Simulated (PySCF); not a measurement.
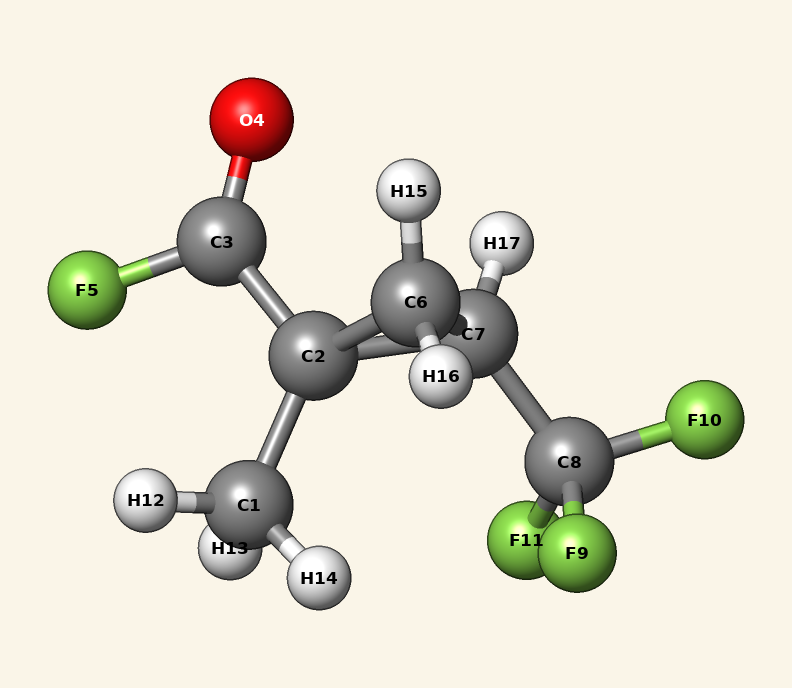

Every bond is drawn as one stick. Computed geometry: GFN2-xTB optimisation. No frequency run is at hand to confirm it as a minimum. Computed with PBE0/pcSseg-1 (PySCF 2.14.0).

Which bond between heavy atoms has the highest Mayer bond order?

Answer. C3–O4, 2.05, at a length of 1.183 Å.

List the Mayer bond orders of C1–C2, C2–C3, C2–C6, C2–C7, C3–O4, C3–F5, C6–C7, C7–C8, C8–F9, C8–F10, C8–F11 (bonds between heavy atoms, one of each equivalent set).

```
  bond  Mayer order  length (Å)
 C1–C2         1.04       1.510
 C2–C3         0.97       1.482
 C2–C6         0.89       1.514
 C2–C7         0.86       1.523
 C3–O4         2.05       1.183
 C3–F5         0.99       1.357
 C6–C7         0.93       1.492
 C7–C8         1.00       1.505
 C8–F9         0.98       1.341
C8–F10         1.00       1.340
C8–F11         0.99       1.343
```
